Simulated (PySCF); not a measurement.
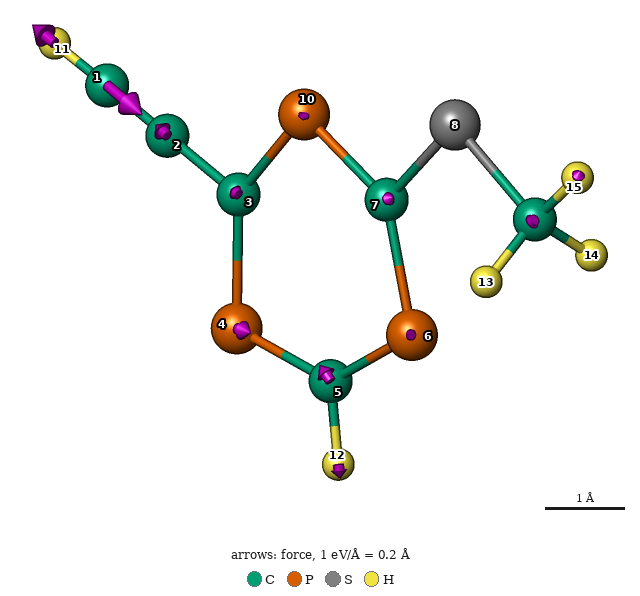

Starting geometry of C$_{6}$H$_{5}$P$_{3}$S with the computed forces as purple arrows. A ball-and-stick model, seen from a free direction.

The start comes from GFN2-xTB. Its atoms were then displaced at random by about 0.01 Å.

The calculation used PBE0-D3(BJ)/def2-SVP geometry optimisation, gas phase in PySCF. 

What follows when this structure is relaxed?

Answer. It isn't relaxed: the largest force vector, on a C atom, is 3.65 eV/Å. The final displacements follow the starting forces only in part (cosine between the two patterns 0.36). After 7 geometry steps the energy has fallen by 0.145 eV. The largest move after the best rigid fit is that of an H atom, 0.072 Å. Largest moves by element: H 0.072 Å, S 0.044 Å, C 0.040 Å, P 0.037 Å. Among the contacts that change: C–H 1.026 → 1.074 Å, C–P 1.762 → 1.719 Å, C–H 1.074 → 1.100 Å, C–C 1.229 → 1.216 Å. Bond angles that change, for instance: P–C–P 136.6° → 133.4°, P–C–P 134.6° → 131.7°, C–P–C 104.6° → 107.5°. The run took 2.9 min on 1 thread of Arm Neoverse V2, on a shared host.
